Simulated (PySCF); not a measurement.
**C₄H₈FN: NMR shifts at several levels of theory, part 1 of 2**

How much do the NMR shifts of C₄H₈FN (`C[C@@H]1NC[C@@H]1F`) depend on the level of theory, and what does each level cost?

The runs use PySCF 2.14.0, with density-fitted response routines of our own; the level of theory stands in each step. All values are computed, except where a source is named. Atoms are numbered from 0 throughout.

## Step 1: The starting structure

14 atoms, charge 0, multiplicity 1; geometry from: GFN2-xTB.

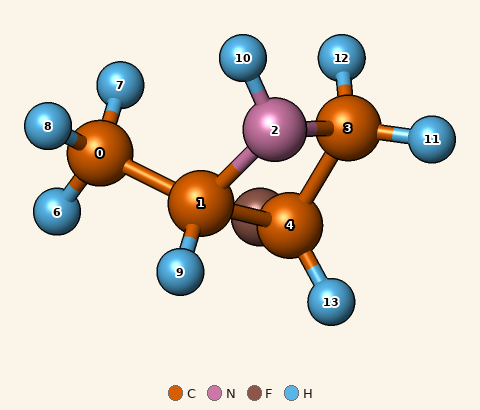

The starting geometry (carbon orange, nitrogen pink, fluorine brown, hydrogen blue), atoms numbered; sticks join atoms by distance.

## Step 2: Optimising the geometry at PBE0-D3(BJ)/def2-SVP

What the job is given:

```
{"job": {"xc": "PBE0", "basis": "def2-SVP", "d3": "d3bj", "grid": 1, "kind": "geom"}, "charge": 0, "multiplicity": 1}
C     -1.624116    -0.145600    -0.156083
C     -0.371060     0.634523     0.208173
N      0.601506     0.833272    -0.877755
C      1.482666    -0.214617    -0.353526
C      0.694782    -0.187634     0.957915
F      0.290199    -1.410497     1.425411
H     -2.203756    -0.359586     0.738377
H     -1.360761    -1.090109    -0.627600
H     -2.235650     0.436678    -0.841920
H     -0.638514     1.583310     0.684592
H      0.242621     0.687005    -1.814408
H      2.527738     0.093701    -0.303617
H      1.411332    -1.187402    -0.849995
H      1.182334     0.326484     1.788270
```

Output:

```text
step   0  E = -311.22846251  max force = 0.012631
step   1  E = -311.22965472  max force = 0.001749
step   2  E = -311.22968116  max force = 0.000469
step   3  E = -311.22970166  max force = 0.000804
step   4  E = -311.22972878  max force = 0.001591
step   5  E = -311.22975370  max force = 0.001435
step   6  E = -311.22976631  max force = 0.000640
step   7  E = -311.22976766  max force = 0.000154
optimisation converged
```

Wall time 54 s (1 thread, shared host).

Along the way:

| step | energy from step 0 (eV) | largest force component (eV/Å) |
| --- | --- | --- |
| 0 | 0.0000 | 0.6495 |
| 1 | -0.0324 | 0.0899 |
| 2 | -0.0332 | 0.0241 |
| 3 | -0.0337 | 0.0413 |
| 4 | -0.0345 | 0.0818 |
| 5 | -0.0351 | 0.0738 |
| 6 | -0.0355 | 0.0329 |
| 7 | -0.0355 | 0.0079 |

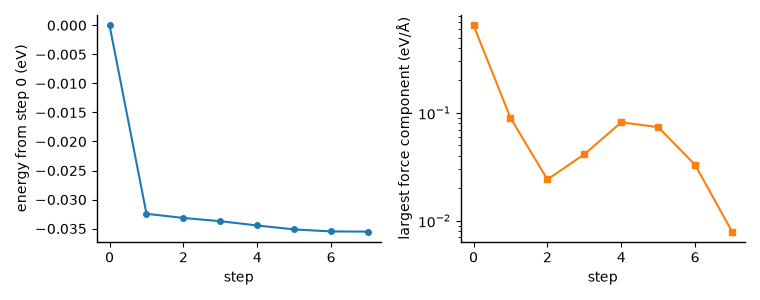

Energy and force, step by step.

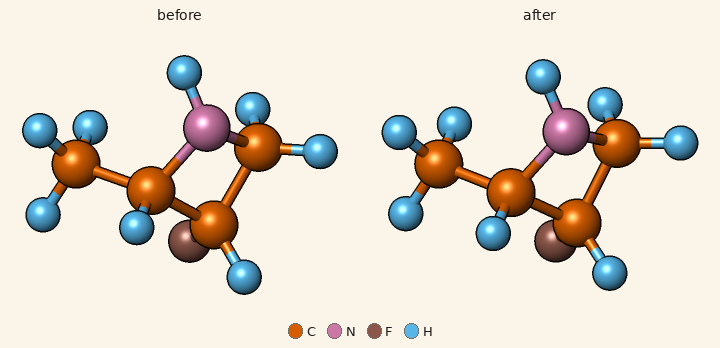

The geometry before (left) and after (right).

Distances of close pairs at the start and the end, largest changes first:

| bond | before (Å) | after (Å) | change (Å) |
| --- | --- | --- | --- |
| C0–H8 | 1.088 | 1.102 | +0.014 |
| C0–H6 | 1.087 | 1.100 | +0.013 |
| C0–H7 | 1.088 | 1.101 | +0.013 |
| C3–H12 | 1.094 | 1.107 | +0.012 |
| C3–H11 | 1.091 | 1.103 | +0.012 |
| C1–H9 | 1.095 | 1.105 | +0.010 |
| C4–H13 | 1.092 | 1.101 | +0.009 |
| C4–F5 | 1.370 | 1.364 | -0.006 |

The final coordinates are the input of the step that follows.

| at the end point | value |
| --- | --- |
| point group (found at 0.08 Å tolerance) | C1 |
| rotational constants (GHz, main isotopes) | 4.663, 3.972, 2.574 |
| dipole moment (D) | 0.99 |

## Step 3: Nuclear shieldings: WP04/pcSseg-1

What the job is given:

```
{"job": {"kind": "nmr", "xc": "WP04", "basis": "pcSseg-1", "pop": false}, "charge": 0, "multiplicity": 1}
C     -1.442660    -0.195653    -0.226745
C     -0.235011     0.633332     0.163688
N      0.724634     0.929248    -0.911486
C      1.594744    -0.177257    -0.506820
C      0.883526    -0.179210     0.846592
F      0.530891    -1.400574     1.342271
H     -2.019845    -0.493425     0.661674
H     -1.150660    -1.114012    -0.758475
H     -2.108276     0.388327    -0.881964
H     -0.563415     1.534356     0.712729
H      0.355716     0.894367    -1.858832
H      2.675848     0.039207    -0.521203
H      1.419288    -1.140628    -1.022599
H      1.414561     0.377976     1.633885
```

Method: GIAO WP04/pcSseg-1 NMR shielding, non-relativistic, gas phase.

Output:

```text
coarse grid: 11456 points
cycle   1  E = -318.5306369614  dE =  6.086e-01  |g| = 8.746e-01  |ddm| = 3.250e+00
cycle   2  E = -318.4011792936  dE =  1.295e-01  |g| = 1.245e+00  |ddm| = 1.551e+00
cycle   3  E = -318.6653609611  dE = -2.642e-01  |g| = 1.187e-01  |ddm| = 9.830e-01
cycle   4  E = -318.6677601099  dE = -2.399e-03  |g| = 4.497e-02  |ddm| = 1.088e-01
cycle   5  E = -318.6682050836  dE = -4.450e-04  |g| = 8.245e-03  |ddm| = 4.176e-02
cycle   6  E = -318.6682170849  dE = -1.200e-05  |g| = 3.296e-03  |ddm| = 9.641e-03
cycle   7  E = -318.6682191458  dE = -2.061e-06  |g| = 7.375e-04  |ddm| = 2.872e-03
final grid: 110408 points
cycle   8  E = -318.7284293772  dE = -5.734e-05  |g| = 9.565e-03  |ddm| = 3.237e-02
cycle   9  E = -318.7284073416  dE =  2.204e-05  |g| = 1.435e-02  |ddm| = 1.782e-02
cycle  10  E = -318.7284500043  dE = -4.266e-05  |g| = 1.311e-03  |ddm| = 1.059e-02
cycle  11  E = -318.7284502805  dE = -2.762e-07  |g| = 2.977e-04  |ddm| = 1.079e-03
cycle  12  E = -318.7284502953  dE = -1.481e-08  |g| = 5.251e-05  |ddm| = 2.488e-04
cycle  13  E = -318.7284502957  dE = -3.878e-10  |g| = 3.066e-05  |ddm| = 6.020e-05
converged SCF energy = -318.7284502957

GIAO shielding tensors (ppm)
atom      isotropic    diamagn.    paramagn.     s11        s22        s33       span
  0 C      153.748     248.580     -94.832    137.989    155.683    167.572     29.584
  1 C      106.848     250.155    -143.307     88.371     96.789    135.384     47.012
  2 N      209.910     322.739    -112.829    165.471    218.637    245.622     80.151
  3 C      114.764     251.136    -136.372     91.684    105.522    147.087     55.403
  4 C       82.509     245.852    -163.343     48.819     64.929    133.778     84.959
  5 F      382.223     476.503     -94.280    342.679    389.433    414.558     71.879
  6 H       30.326      29.885       0.441     26.376     28.140     36.461     10.084
  7 H       30.148      31.566      -1.419     26.622     29.627     34.193      7.571
  8 H       30.493      29.836       0.657     27.274     28.126     36.079      8.805
  9 H       28.019      31.221      -3.202     24.347     27.371     32.340      7.993
 10 H       31.392      33.313      -1.921     25.507     29.361     39.307     13.800
 11 H       28.137      28.298      -0.161     25.031     26.147     33.232      8.201
 12 H       28.020      30.932      -2.911     25.664     26.507     31.890      6.226
 13 H       26.768      29.603      -2.835     22.873     27.190     30.241      7.368
```

It took 16 s on 1 thread, shared host.

The references, computed at this level on geometries of the same kind, shield at (ppm): 1H TMS 31.56, 13C TMS 172.4, 19F CFCl3 177.0, 15N NH3 246.9. Their shielding less the atom's gives the shift. The references are single molecules in the gas phase, so shifts against H2O, NH3, PH3, H3PO4 or CFCl3 are not on the usual liquid scales and can be off by tens of ppm. Atoms listed in one row are averaged.

| atoms | environment | σ (ppm) | δ (ppm) |
| --- | --- | --- | --- |
| C4 | sp3 CH bonded to F | 82.5 | 89.9 |
| C1 | sp3 CH bonded to N | 106.8 | 65.6 |
| C3 | sp3 CH2 bonded to N | 114.8 | 57.7 |
| C0 | methyl carbon | 153.7 | 18.7 |
| H13 | hydrogen on an sp3 CH bonded to F | 26.77 | 4.80 |
| H9 | hydrogen on an sp3 CH bonded to N | 28.02 | 3.54 |
| H12 | hydrogen on an sp3 CH2 bonded to N | 28.02 | 3.54 |
| H11 | hydrogen on an sp3 CH2 bonded to N | 28.14 | 3.43 |
| H6, H7, H8 | hydrogen on a methyl carbon | 30.32 | 1.24 |
| H10 | hydrogen on an amine nitrogen | 31.39 | 0.17 |
| N2 | amine nitrogen | 209.9 | 37.0 |
| F5 | fluorine on an sp3 carbon | 382.2 | -205.3 |

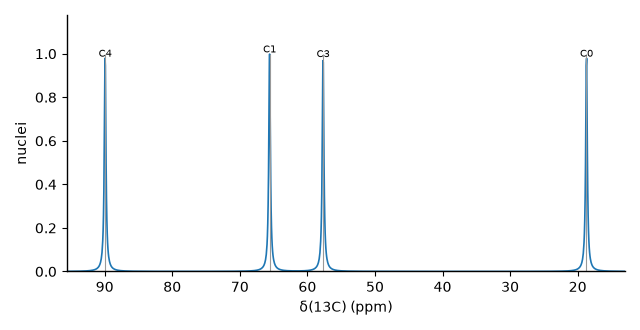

13C lines at the computed shifts, without couplings. Lines are broadened to a width of 0.28 ppm (Lorentzian).

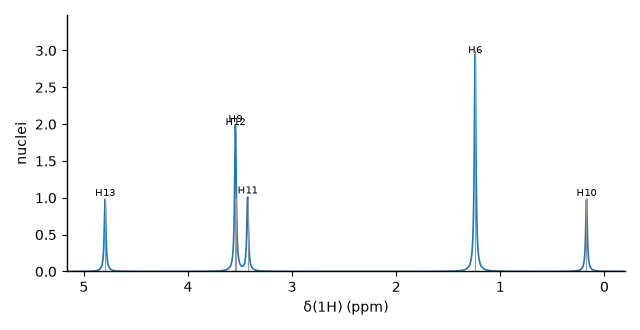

1H lines at the computed shifts, without couplings. Lines are broadened to a width of 0.02 ppm (Lorentzian).

Ring of atoms C1, N2, C3, C4: NICS(0) -4.2, NICS(1) -1.0, NICS(1)zz 0.5 ppm (means of both faces; NICS(1) differs between them: -2.2 and 0.2).

The two faces differ (NICS(1)zz -2.6 and 3.6 ppm).

## Step 4: Shielding tensors: B97-2/pcSseg-1

The job, as its differences from that of step 3:

```diff
@@ -1,2 +1,2 @@
-{"job": {"kind": "nmr", "xc": "WP04", "basis": "pcSseg-1", "pop": false}, "charge": 0, "multiplicity": 1}
+{"job": {"kind": "nmr", "xc": "B97-2", "basis": "pcSseg-1", "pop": false}, "charge": 0, "multiplicity": 1}
 C     -1.442660    -0.195653    -0.226745
```

With the program's defaults for keys left out, this is: GIAO B97-2/pcSseg-1 NMR shielding, non-relativistic, gas phase.

Output:

```text
coarse grid: 11456 points
cycle   1  E = -311.5706751010  dE =  6.768e-01  |g| = 5.429e-01  |ddm| = 3.187e+00
cycle   2  E = -311.5403053934  dE =  3.037e-02  |g| = 7.208e-01  |ddm| = 9.366e-01
cycle   3  E = -311.6251167025  dE = -8.481e-02  |g| = 6.554e-02  |ddm| = 5.350e-01
cycle   4  E = -311.6257973245  dE = -6.806e-04  |g| = 2.798e-02  |ddm| = 6.790e-02
cycle   5  E = -311.6259636153  dE = -1.663e-04  |g| = 5.718e-03  |ddm| = 2.748e-02
cycle   6  E = -311.6259698563  dE = -6.241e-06  |g| = 1.966e-03  |ddm| = 6.629e-03
final grid: 110408 points
cycle   7  E = -311.6572807036  dE = -6.130e-05  |g| = 6.074e-03  |ddm| = 3.155e-02
cycle   8  E = -311.6572766680  dE =  4.036e-06  |g| = 8.051e-03  |ddm| = 8.523e-03
cycle   9  E = -311.6572857867  dE = -9.119e-06  |g| = 5.246e-04  |ddm| = 5.317e-03
cycle  10  E = -311.6572858280  dE = -4.129e-08  |g| = 2.551e-04  |ddm| = 6.271e-04
cycle  11  E = -311.6572858432  dE = -1.523e-08  |g| = 3.058e-05  |ddm| = 2.542e-04
cycle  12  E = -311.6572858434  dE = -1.608e-10  |g| = 1.315e-05  |ddm| = 2.994e-05
converged SCF energy = -311.6572858434

GIAO shielding tensors (ppm)
atom      isotropic    diamagn.    paramagn.     s11        s22        s33       span
  0 C      166.511     247.416     -80.906    149.697    170.019    179.816     30.119
  1 C      121.487     248.164    -126.677    102.080    113.091    149.289     47.209
  2 N      227.226     320.891     -93.666    180.100    237.773    263.804     83.703
  3 C      128.356     249.642    -121.286    105.345    119.185    160.537     55.191
  4 C       98.126     243.453    -145.327     66.386     80.623    147.370     80.984
  5 F      386.917     473.086     -86.169    342.041    394.455    424.256     82.215
  6 H       30.173      29.367       0.806     25.877     27.810     36.833     10.956
  7 H       29.954      30.410      -0.456     26.098     29.358     34.406      8.308
  8 H       30.310      29.486       0.824     26.832     27.811     36.288      9.456
  9 H       27.691      30.844      -3.153     23.643     26.962     32.467      8.824
 10 H       31.557      32.954      -1.397     25.234     29.363     40.076     14.842
 11 H       27.788      28.405      -0.617     24.434     25.715     33.216      8.782
 12 H       27.728      30.129      -2.401     25.144     26.208     31.832      6.688
 13 H       26.404      29.395      -2.991     22.247     26.766     30.197      7.950
```

It took 18 s on 1 thread, shared host.

Key values: δ C4 85.6, C1 62.2, C3 55.3, C0 17.2, H13 4.97, H9 3.68 ppm.

(Continued in part 2 of 2.)
